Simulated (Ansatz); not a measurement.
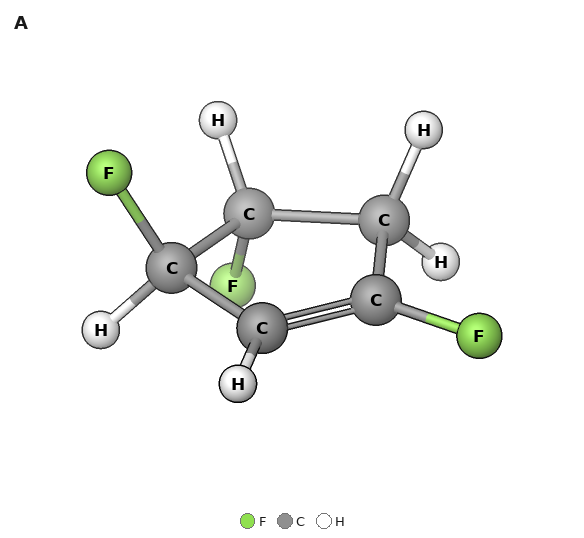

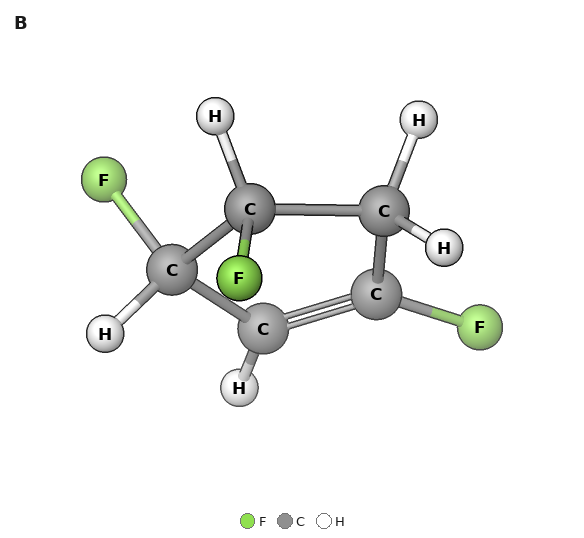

Atoms fade into the background with distance from the viewer. The computed structure is the end point of a PBE0-D4/def2-TZVP optimisation.

> Can A be turned into B by a rotation alone?

No. They are enantiomers, mirror images that no rotation superimposes: A is FC1=C[C@@H](F)[C@H](F)C1 (R, R), B is FC1=C[C@H](F)[C@@H](F)C1 (S, S). Their energies are equal.
